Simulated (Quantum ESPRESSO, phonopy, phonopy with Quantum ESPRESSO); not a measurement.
# BN (F-43m): phonons against volume, part 2 of 2

Wanted: mode Grüneisen parameters of BN and a free-energy fit over volumes. The starting cell is a computed one from a database.

Quantum ESPRESSO 7.5; DFT PBE, scalar-relativistic, plane waves, GBRV ultrasoft pseudopotentials.

So far. Step 16 (Lattice dynamics at this volume, V/V0 0.985): The time given is that of the 2 pw.x runs on displaced cells behind this step. Step 17 (Ground state at this cell, V/V0 1.03): The run ends at a pressure of -10.39 GPa.

## 18. Zone-centre response

The input, ph.in:

```
phonons
&INPUTPH
  prefix = 'x'
  outdir = './tmp'
  fildyn = 'x.dyn'
  tr2_ph = 1.0d-18
  epsil  = .true.
/
0.000000000 0.000000000 0.000000000
```

The input, scf.in:

```
&CONTROL
  calculation = 'scf'
  prefix      = 'x'
  outdir      = './tmp'
  pseudo_dir  = './pseudo'
  tprnfor     = .true.
  tstress     = .true.
/
&SYSTEM
  ibrav       = 0
  nat         = 2
  ntyp        = 2
  ecutwfc     = 45.0
  ecutrho     = 270.0
  occupations = 'fixed'
  nbnd        = 6
/
&ELECTRONS
  conv_thr         = 1.0d-12
  mixing_beta      = 0.7
  electron_maxstep = 100
/
ATOMIC_SPECIES
 B      10.8100  B.upf
 N      14.0070  N.upf
CELL_PARAMETERS angstrom
     0.000000000    1.830115174    1.830115174
     1.830115174    0.000000000    1.830115174
     1.830115174    1.830115174    0.000000000
ATOMIC_POSITIONS crystal
 B      0.000000000   0.000000000   0.000000000
 N      0.750000000   0.750000000   0.750000000
K_POINTS automatic
 12 12 12 0 0 0
```

On the command line:

```
$ OMP_NUM_THREADS=1 mpirun -n 8 ph.x -nk 8 -in ph.in > ph.out
```

The job ended after 15 s (8 MPI ranks of Arm Neoverse N1, shared host; 1.9 min of CPU time).

ε∞:

```
4.64 0.00 0.00
0.00 4.64 0.00
0.00 0.00 4.64
```

The Born charges sum to zero within 0.0014 e; the rest is removed before use. Acoustic frequencies in this log differ from zero by the error of the sum rule, which ph.x does not impose.

## 19. A displaced supercell

System of this step: BN. The cell holds 54 atoms: 27 B and 27 N. Cell: a = 7.765 Å, b = 7.765 Å, c = 7.765 Å, α = 60.0°, β = 60.0°, γ = 60.0°. It derives from BN, repeated 3×3×3.

The input, disp-00001.in:

```
&CONTROL
  calculation = 'scf'
  prefix      = 'x'
  outdir      = './tmp'
  pseudo_dir  = './pseudo'
  tprnfor     = .true.
  disk_io     = 'none'
/
&SYSTEM
  ibrav       = 0
  nat         = 54
  ntyp        = 2
  ecutwfc     = 45.0
  ecutrho     = 270.0
  occupations = 'fixed'
  nbnd        = 110
/
&ELECTRONS
  conv_thr         = 1.0d-11
  mixing_beta      = 0.7
  electron_maxstep = 100
/
ATOMIC_SPECIES
 B      10.8100  B.upf
 N      14.0070  N.upf
CELL_PARAMETERS angstrom
     0.000000000    5.490345522    5.490345522
     5.490345522    0.000000000    5.490345522
     5.490345522    5.490345522    0.000000000
ATOMIC_POSITIONS crystal
 B      0.002575819   0.000000000   0.000000000
 B      0.333333333   0.000000000   0.000000000
 B      0.666666667   0.000000000   0.000000000
 B      0.000000000   0.333333333   0.000000000
 B      0.333333333   0.333333333   0.000000000
 B      0.666666667   0.333333333   0.000000000
 B      0.000000000   0.666666667   0.000000000
 B      0.333333333   0.666666667   0.000000000
[... 42 atom lines left out ...]
 N      0.916666667   0.583333333   0.916666667
 N      0.250000000   0.916666667   0.916666667
 N      0.583333333   0.916666667   0.916666667
 N      0.916666667   0.916666667   0.916666667
K_POINTS automatic
 3 3 3 0 0 0
```

On the command line:

```
$ OMP_NUM_THREADS=1 mpirun -n 4 pw.x -nk 4 -in disp-00001.in > disp-00001.out
```

The job ended after 7.9 min (4 MPI ranks).

## 20. Phonons, V/V0 1.03

This step: DFT PBE, scalar-relativistic, plane waves, GBRV ultrasoft pseudopotentials (phonopy with Quantum ESPRESSO 4.10.0 / 7.5).

Wall time 9.4 min (8 threads); 69 min of CPU time.

No mode is imaginary beyond numerical noise along the path. The highest zone-centre mode (no LO–TO term) moved by -3.7 % for a volume change of +3.0 %.

The time given is that of the 2 pw.x runs on displaced cells behind this step.

## 21. Self-consistent run, V/V0 0.97

This step: DFT PBE, scalar-relativistic, plane waves, GBRV ultrasoft pseudopotentials (Quantum ESPRESSO 7.5).

System of this step: BN. The structure is cubic, space group F-43m (No. 216). The conventional cell has a = 3.588 Å, b = 3.588 Å, c = 3.588 Å, α = 90.00°, β = 90.00°, γ = 90.00°. B has 4 N at 1.55 Å nearest. Nearest to N lie 4 B at 1.55 Å. Farther neighbours and most contacts between anions are not listed.

scf.in, as its differences from that of step 18:

```diff
@@ -26,5 +26,5 @@
 CELL_PARAMETERS angstrom
-     0.000000000    1.830115174    1.830115174
-     1.830115174    0.000000000    1.830115174
-     1.830115174    1.830115174    0.000000000
+     0.000000000    1.793865697    1.793865697
+     1.793865697    0.000000000    1.793865697
+     1.793865697    1.793865697    0.000000000
 ATOMIC_POSITIONS crystal
```

On the command line:

```
$ OMP_NUM_THREADS=1 mpirun -n 8 pw.x -nk 8 -in scf.in > scf.out
```

Elapsed: 2.2 s, on 8 MPI ranks; 17 s of CPU time.

The run ends at a pressure of 11.96 GPa.

## 22. Zone-centre response

ph.in is that of step 18.

scf.in is that of step 21.

On the command line:

```
$ OMP_NUM_THREADS=1 mpirun -n 8 ph.x -nk 8 -in ph.in > ph.out
```

Run time: 15 s. Hardware: 8 MPI ranks.

ε∞:

```
4.58 0.00 0.00
0.00 4.58 0.00
0.00 0.00 4.58
```

The Born charges sum to zero within 0.0017 e; the rest is removed before use. Acoustic frequencies in this log differ from zero by the error of the sum rule, which ph.x does not impose.

## 23. Forces on a displaced cell

System of this step: BN. The cell holds 54 atoms: 27 B and 27 N. Its edges and angles: a = 7.611 Å, b = 7.611 Å, c = 7.611 Å, α = 60.0°, β = 60.0°, γ = 60.0°. It derives from BN, repeated 3×3×3.

disp-00001.in, as its differences from that of step 19:

```diff
@@ -26,7 +26,7 @@
 CELL_PARAMETERS angstrom
-     0.000000000    5.490345522    5.490345522
-     5.490345522    0.000000000    5.490345522
-     5.490345522    5.490345522    0.000000000
+     0.000000000    5.381597090    5.381597090
+     5.381597090    0.000000000    5.381597090
+     5.381597090    5.381597090    0.000000000
 ATOMIC_POSITIONS crystal
- B      0.002575819   0.000000000   0.000000000
+ B      0.002627870   0.000000000   0.000000000
  B      0.333333333   0.000000000   0.000000000
```

On the command line:

```
$ OMP_NUM_THREADS=1 mpirun -n 4 pw.x -nk 4 -in disp-00001.in > disp-00001.out
```

It took 8.7 min on 4 MPI ranks; 35 min of CPU time.

## 24. Lattice dynamics at this volume, V/V0 0.97

This step: DFT PBE, scalar-relativistic, plane waves, GBRV ultrasoft pseudopotentials (phonopy with Quantum ESPRESSO 4.10.0 / 7.5).

Wall time 8.7 min (8 threads); 69 min of CPU time.

No mode is imaginary beyond numerical noise along the path. The highest zone-centre mode (no LO–TO term) moved by +3.8 % for a volume change of -3.0 %.

The time given is that of the 2 pw.x runs on displaced cells behind this step.

## 25. Self-consistent run, V/V0 1.045

This step: DFT PBE, scalar-relativistic, plane waves, GBRV ultrasoft pseudopotentials (Quantum ESPRESSO 7.5).

System of this step: BN. The structure is cubic, space group F-43m (No. 216). Conventional cell: a = 3.678 Å, b = 3.678 Å, c = 3.678 Å, α = 90.00°, β = 90.00°, γ = 90.00°. B has 4 N at 1.59 Å nearest. Nearest to N lie 4 B at 1.59 Å. Farther neighbours and most contacts between anions are not listed.

scf.in, as its differences from that of step 22:

```diff
@@ -26,5 +26,5 @@
 CELL_PARAMETERS angstrom
-     0.000000000    1.793865697    1.793865697
-     1.793865697    0.000000000    1.793865697
-     1.793865697    1.793865697    0.000000000
+     0.000000000    1.838956447    1.838956447
+     1.838956447    0.000000000    1.838956447
+     1.838956447    1.838956447    0.000000000
 ATOMIC_POSITIONS crystal
```

On the command line:

```
$ OMP_NUM_THREADS=1 mpirun -n 8 pw.x -nk 8 -in scf.in > scf.out
```

Wall time 2.7 s (8 MPI ranks).

The run ends at a pressure of -15.06 GPa.

## 26. Born charges and dielectric tensor

ph.in is that of step 22.

scf.in is that of step 25.

On the command line:

```
$ OMP_NUM_THREADS=1 mpirun -n 8 ph.x -nk 8 -in ph.in > ph.out
```

Elapsed: 15 s, on 8 MPI ranks.

ε∞:

```
4.66 0.00 0.00
0.00 4.66 0.00
0.00 0.00 4.66
```

The Born charges sum to zero within 0.0013 e; the rest is removed before use. Acoustic frequencies in this log differ from zero by the error of the sum rule, which ph.x does not impose.

## 27. A displaced supercell

System of this step: BN. The cell holds 54 atoms: 27 B and 27 N. Cell: a = 7.802 Å, b = 7.802 Å, c = 7.802 Å, α = 60.0°, β = 60.0°, γ = 60.0°. It derives from BN, repeated 3×3×3.

disp-00001.in, as its differences from that of step 23:

```diff
@@ -26,7 +26,7 @@
 CELL_PARAMETERS angstrom
-     0.000000000    5.381597090    5.381597090
-     5.381597090    0.000000000    5.381597090
-     5.381597090    5.381597090    0.000000000
+     0.000000000    5.516869342    5.516869342
+     5.516869342    0.000000000    5.516869342
+     5.516869342    5.516869342    0.000000000
 ATOMIC_POSITIONS crystal
- B      0.002627870   0.000000000   0.000000000
+ B      0.002563435   0.000000000   0.000000000
  B      0.333333333   0.000000000   0.000000000
```

On the command line:

```
$ OMP_NUM_THREADS=1 mpirun -n 4 pw.x -nk 4 -in disp-00001.in > disp-00001.out
```

It took 8.3 min on 4 MPI ranks.

## 28. Phonons, V/V0 1.045

This step: DFT PBE, scalar-relativistic, plane waves, GBRV ultrasoft pseudopotentials (phonopy with Quantum ESPRESSO 4.10.0 / 7.5).

Run time: 8.9 min. Hardware: 8 threads.

Phonopy, LO-TO term from ph.x's tensors. Phonon branches along the path, in cm⁻¹:

| point | branch 1 | branch 2 | branch 3 | branch 4 | branch 5 | branch 6 |
| --- | --- | --- | --- | --- | --- | --- |
| Γ | 0 | 0 | 0 | 972 | 972 | 1211 |
| X | 708 | 708 | 795 | 795 | 972 | 1086 |
| U | 660 | 802 | 821 | 838 | 910 | 1021 |
| jump to K | 660 | 802 | 821 | 838 | 910 | 1021 |
| Γ | 0 | 0 | 0 | 972 | 972 | 1211 |
| L | 494 | 494 | 893 | 893 | 895 | 1090 |
| W | 728 | 752 | 833 | 899 | 924 | 942 |
| X | 708 | 708 | 795 | 795 | 972 | 1086 |

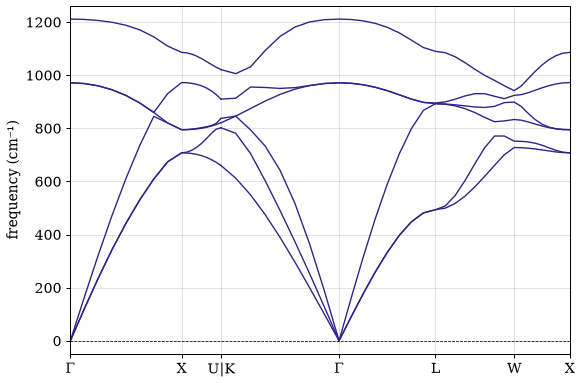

Phonon branches along the path.

No mode is imaginary beyond numerical noise along the path. The highest zone-centre mode (no LO–TO term) moved by -5.4 % for a volume change of +4.5 %.

The time given is that of the 2 pw.x runs on displaced cells behind this step.

## 29. Ground state at this cell, V/V0 1.06

This step: DFT PBE, scalar-relativistic, plane waves, GBRV ultrasoft pseudopotentials (Quantum ESPRESSO 7.5).

System of this step: BN. The structure is cubic, space group F-43m (No. 216). Conventional cell: a = 3.695 Å, b = 3.695 Å, c = 3.695 Å, α = 90.00°, β = 90.00°, γ = 90.00°. Nearest to B lie 4 N at 1.60 Å. N has 4 B at 1.60 Å nearest. Farther neighbours and most contacts between anions are not listed.

scf.in, as its differences from that of step 26:

```diff
@@ -26,5 +26,5 @@
 CELL_PARAMETERS angstrom
-     0.000000000    1.838956447    1.838956447
-     1.838956447    0.000000000    1.838956447
-     1.838956447    1.838956447    0.000000000
+     0.000000000    1.847713515    1.847713515
+     1.847713515    0.000000000    1.847713515
+     1.847713515    1.847713515    0.000000000
 ATOMIC_POSITIONS crystal
```

On the command line:

```
$ OMP_NUM_THREADS=1 mpirun -n 8 pw.x -nk 8 -in scf.in > scf.out
```

It took 2.5 s on 8 MPI ranks; 19 s of CPU time.

The run ends at a pressure of -19.42 GPa.

## 30. Born charges and dielectric tensor

ph.in is that of step 26.

scf.in is that of step 29.

On the command line:

```
$ OMP_NUM_THREADS=1 mpirun -n 8 ph.x -nk 8 -in ph.in > ph.out
```

Elapsed: 15 s, on 8 MPI ranks; 2 min of CPU time.

The Born charges sum to zero within 0.0013 e; the rest is removed before use. Acoustic frequencies in this log differ from zero by the error of the sum rule, which ph.x does not impose.

## 31. Forces on a displaced cell

System of this step: BN. The cell holds 54 atoms: 27 B and 27 N. Its edges and angles: a = 7.839 Å, b = 7.839 Å, c = 7.839 Å, α = 60.0°, β = 60.0°, γ = 60.0°. It derives from BN, repeated 3×3×3.

disp-00001.in, as its differences from that of step 27:

```diff
@@ -26,7 +26,7 @@
 CELL_PARAMETERS angstrom
-     0.000000000    5.516869342    5.516869342
-     5.516869342    0.000000000    5.516869342
-     5.516869342    5.516869342    0.000000000
+     0.000000000    5.543140545    5.543140545
+     5.543140545    0.000000000    5.543140545
+     5.543140545    5.543140545    0.000000000
 ATOMIC_POSITIONS crystal
- B      0.002563435   0.000000000   0.000000000
+ B      0.002551286   0.000000000   0.000000000
  B      0.333333333   0.000000000   0.000000000
```

On the command line:

```
$ OMP_NUM_THREADS=1 mpirun -n 4 pw.x -nk 4 -in disp-00001.in > disp-00001.out
```

It took 8.8 min on 4 MPI ranks.

## 32. Phonons, V/V0 1.06

This step: DFT PBE, scalar-relativistic, plane waves, GBRV ultrasoft pseudopotentials (phonopy with Quantum ESPRESSO 4.10.0 / 7.5).

The job ended after 13 min (8 threads; 87 min of CPU time).

No mode is imaginary beyond numerical noise along the path. The highest zone-centre mode (no LO–TO term) moved by -7.1 % for a volume change of +6.0 %.

The time given is that of the 2 pw.x runs on displaced cells behind this step.

## 33. Mode Grüneisen parameters

This step: DFT PBE, scalar-relativistic, plane waves, GBRV ultrasoft pseudopotentials (phonopy 4.10.0).

This step gave:

- share of modes with a negative Grüneisen parameter: 0

Mean Grüneisen, by row:

| T (K) | heat-capacity-weighted mean | root mean square |
| --- | --- | --- |
| 50 | 0.693 | 0.723 |
| 100 | 0.67 | 0.708 |
| 200 | 0.786 | 0.857 |
| 300 | 0.9 | 0.976 |
| 500 | 0.981 | 1.05 |
| 800 | 1.01 | 1.076 |

Mean mode Grueneisen parameter against wavenumber:

| wavenumber (cm⁻¹) | mean mode Grueneisen parameter |
| --- | --- |
| 21 | - |
| 105 | 0.836 |
| 147 | 0.613 |
| 232 | 0.744 |
| 316 | 0.707 |
| 400 | 0.659 |
| 442 | 0.631 |
| 527 | 0.574 |
| 611 | 0.649 |
| 653 | 0.698 |
| 737 | 0.792 |
| 822 | 0.994 |
| 864 | 1.27 |
| 948 | 1.43 |
| 1032 | 1.16 |
| 1116 | 0.852 |
| 1158 | 0.89 |
| 1243 | 0.931 |

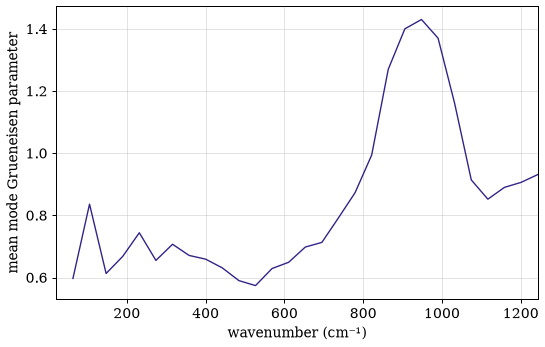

Mean mode Grueneisen parameter, plotted against wavenumber.

Volume series, by row:

| V/V0 | V (Å³/atom) | pressure (GPa) | E - E0 (meV/atom) | gap (eV) | zero-point energy (meV/atom) | lowest on the path (cm⁻¹) | highest at Gamma without the LO-TO term (cm⁻¹) |
| --- | --- | --- | --- | --- | --- | --- | --- |
| 0.97 | 5.773 | 11.96 | 6.624 | 4.499 | 160.8 | 0.1 | 1066 |
| 0.985 | 5.862 | 5.77 | 1.644 | 4.483 | 158.2 | 0.1 | 1046 |
| 1 | 5.951 | 0.003 | 0 | 4.466 | 155.7 | 0.1 | 1027 |
| 1.015 | 6.04 | -5.374 | 1.458 | 4.45 | 153.2 | 0.1 | 1008 |
| 1.03 | 6.13 | -10.39 | 5.808 | 4.433 | 150.8 | 0.1 | 989.4 |
| 1.045 | 6.219 | -15.06 | 12.86 | 4.416 | 148.4 | 0.1 | 971.5 |
| 1.06 | 6.308 | -19.42 | 22.42 | 4.4 | 146.1 | 0.1 | 954.1 |

Table of optical frequency at Gamma without the LO-TO term, mode 4 by V/V0:

| V/V0 | optical frequency at Gamma without the LO-TO term, mode 4 (cm⁻¹) |
| --- | --- |
| 0.9700 | 1066 |
| 0.9850 | 1046 |
| 1.0000 | 1027 |
| 1.0150 | 1008 |
| 1.0300 | 989 |
| 1.0450 | 972 |
| 1.0600 | 954 |

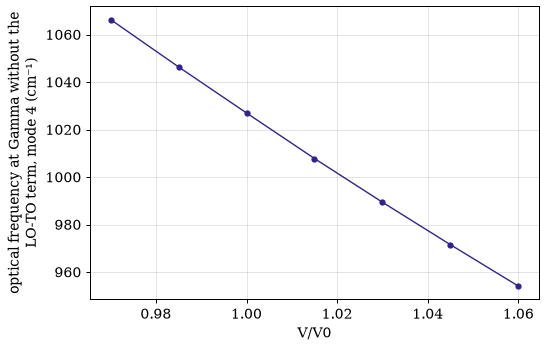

Optical frequency at Gamma without the LO-TO term, mode 4, plotted against V/V0.

Grüneisen at points, by row:

| point | branch | frequency (cm⁻¹) | mode Grüneisen parameter |
| --- | --- | --- | --- |
| Γ | 4 | 1027 | 1.25 |
| Γ | 6 | 1263 | 0.95 |
| X | 1 | 721.4 | 0.39 |
| X | 3 | 863.7 | 1.86 |
| X | 5 | 1017 | 1 |
| X | 6 | 1129 | 0.88 |
| U | 1 | 669.6 | 0.32 |
| U | 2 | 852.8 | 0.93 |
| U | 3 | 865.2 | 1.07 |
| U | 4 | 889.5 | 1.77 |
| U | 5 | 956.5 | 1.17 |
| U | 6 | 1069 | 1.06 |
| K | 1 | 669.6 | 0.32 |
| K | 2 | 852.8 | 0.93 |
| K | 3 | 865.2 | 1.07 |
| K | 4 | 889.5 | 1.77 |
| K | 5 | 956.5 | 1.17 |
| K | 6 | 1069 | 1.06 |
| L | 1 | 500.3 | 0.32 |
| L | 3 | 954.9 | 1.43 |
| L | 4 | 955.4 | 1.51 |
| L | 6 | 1122 | 0.66 |
| W | 1 | 763.5 | 0.97 |
| W | 2 | 771.7 | 0.54 |
| W | 3 | 874.1 | 1.08 |
| W | 4 | 961.8 | 1.54 |
| W | 5 | 976.5 | 1.31 |
| W | 6 | 983.2 | 0.98 |

## 34. Quasi-harmonic fit by phonopy

Numbers from this step:

```yaml
volume_expansion_coefficient_at_300_k: 5.99 1e-6/K
isothermal_bulk_modulus_at_300_k: 359.7 GPa
c_p_at_300_k: 8.504 J/mol-atom/K
grueneisen_parameter_at_300_k: 0.92
```

Energy (each curve on its own zero) against volume; values in meV/atom:

| volume (Å³/atom) | static | F at 0 K | F at 300 K | F at 1300 K |
| --- | --- | --- | --- | --- |
| 5.773 | 6.62 | 14.1 | 14.4 | 23.1 |
| 5.862 | 1.64 | 6.56 | 6.77 | 12.7 |
| 5.951 | 0 | 2.42 | 2.54 | 5.62 |
| 6.040 | 1.46 | 1.31 | 1.32 | 1.29 |
| 6.130 | 5.81 | 3.26 | 3.16 | 0.21 |
| 6.219 | 12.9 | 7.96 | 7.76 | 1.85 |
| 6.308 | 22.4 | 15.2 | 14.9 | 6.01 |

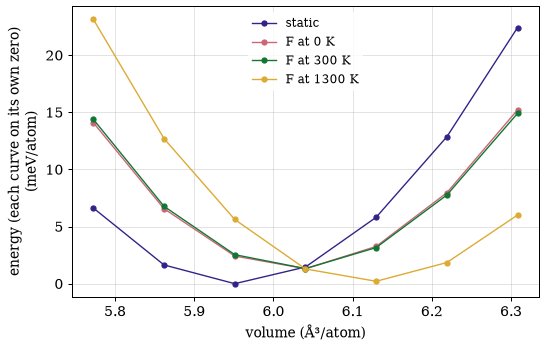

Energy (each curve on its own zero) against volume.

Phonopy-qha, vinet fit of F(V) at each temperature; no electronic free energy. Qha vinet, by row:

| T (K) | fitted volume (Å³/atom) | alpha_V (1e-6/K) | B_T (GPa) | C_P (J/mol-atom/K) | Grueneisen |
| --- | --- | --- | --- | --- | --- |
| 100 | 6.026 | 0.26 | 360.9 | 0.469 | 0.7385 |
| 150 | 6.027 | 0.96 | 360.8 | 1.668 | 0.7504 |
| 200 | 6.027 | 2.27 | 360.6 | 3.639 | 0.8159 |
| 250 | 6.028 | 4.05 | 360.2 | 6.042 | 0.8759 |
| 300 | 6.029 | 5.99 | 359.7 | 8.504 | 0.9199 |
| 350 | 6.032 | 7.85 | 359 | 10.79 | 0.9504 |
| 400 | 6.034 | 9.53 | 358.2 | 12.8 | 0.9716 |
| 450 | 6.037 | 10.98 | 357.4 | 14.52 | 0.9866 |
| 500 | 6.041 | 12.22 | 356.5 | 15.97 | 0.9977 |
| 550 | 6.045 | 13.27 | 355.6 | 17.19 | 1.006 |
| 600 | 6.049 | 14.16 | 354.7 | 18.22 | 1.013 |
| 650 | 6.053 | 14.92 | 353.8 | 19.09 | 1.018 |
| 700 | 6.058 | 15.56 | 352.9 | 19.82 | 1.022 |
| 750 | 6.063 | 16.12 | 352 | 20.45 | 1.026 |
| 800 | 6.068 | 16.59 | 351.2 | 20.99 | 1.028 |
| 850 | 6.073 | 17.01 | 350.4 | 21.45 | 1.031 |
| 900 | 6.078 | 17.37 | 349.6 | 21.86 | 1.033 |
| 950 | 6.083 | 17.68 | 348.8 | 22.21 | 1.034 |
| 1000 | 6.089 | 17.96 | 348.1 | 22.52 | 1.036 |
| 1050 | 6.094 | 18.21 | 347.3 | 22.81 | 1.038 |
| 1100 | 6.1 | 18.42 | 346.7 | 23.06 | 1.039 |
| 1150 | 6.105 | 18.61 | 346 | 23.28 | 1.04 |
| 1200 | 6.111 | 18.78 | 345.4 | 23.48 | 1.041 |
| 1250 | 6.117 | 18.94 | 344.8 | 23.67 | 1.041 |

The volume expansion coefficient, phonopy-qha, Vinet by temperature:

| temperature (K) | volume expansion coefficient, phonopy-qha, Vinet (1e-6/K) |
| --- | --- |
| 100 | 0.26 |
| 200 | 2.27 |
| 300 | 5.99 |
| 400 | 9.53 |
| 500 | 12.2 |
| 600 | 14.2 |
| 700 | 15.6 |
| 800 | 16.6 |
| 900 | 17.4 |
| 1000 | 18.0 |
| 1100 | 18.4 |
| 1200 | 18.8 |

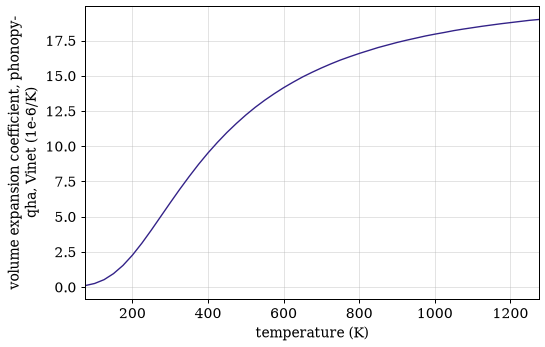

Volume expansion coefficient, phonopy-qha, Vinet against temperature.

The fit gives a volume expansion of 5.99 × 10⁻⁶/K at 300 K.

## 35. Results

| Quantity | Value |
| --- | --- |
| volume expansion coefficient at 300 K | 5.99 1e-6/K |
| isothermal bulk modulus at 300 K | 359.7 GPa |
| C_P at 300 K | 8.504 J/mol-atom/K |
| Grüneisen parameter at 300 K | 0.92 |
| mean mode Grüneisen parameter at 300 K | 0.9 |

In words: Near room temperature BN expands by 5.99 × 10⁻⁶/K in volume by PBE, with C_P = 8.50 J/(mol K) per mole of atoms and B_T = 360 GPa. The q-mesh is coarse, and the expansion can converge slowly with it. C_P at room temperature is 34 % of the classical 3R an atom, so the stiffest modes are still partly frozen out. The heat-capacity-weighted Grüneisen parameter goes from 0.693 at 50 K to 1.01 at 800 K. Weighting γ by the density of states and each mode's heat capacity at 300 K, modes below 430 cm⁻¹ give about 9 % of the sum of γC that drives the expansion, those up to 850 cm⁻¹ 40 % and the rest 51 %. Among the labelled points γ is largest for branch 3 at X (864 cm⁻¹, 1.9) and smallest for branch 1 at U (670 cm⁻¹, 0.32). The supercell is small: only its own wavevectors are exact, and branches between them are interpolated and can be misplaced.

Computed beside measured:

| quantity | measured | PBE GBRV ultrasoft, Quantum ESPRESSO |
| --- | --- | --- |
| lattice constant a (Å) | 3.6152 | 3.624 (+0.3 %) |
| Raman mode, TO mode at zone centre (cm⁻¹) | 1053.93 | 1027 (-2.6 %) |

Measured values from arxiv:cond-mat/0702656 (2007).

How well it matches: The lattice constant a is off by +0.3 %: good agreement. The Raman mode is off by -2.6 %: good agreement. The grades are ours: good and fair within 0.7 and 1.5 % for the lattice constant a and 3 and 7 % for the Raman mode. Zero-point motion and thermal expansion (measured at up to 300 K) are not in the computed lattice constants and Raman mode.

[Logs are printed without paths, hosts, clocks, repeated set-up lines and the standing remarks that a program may print on its own settings, such as how far it seeks lower states.]

[Hosts, paths, dates, database ids (printed as entryN), source tags and the programs' standing remarks are cut or masked in the printed files.]

[A step with changed settings may run another functional than the one named; its input shows which.]

[Of the runs on displaced cells, only some may be shown.]
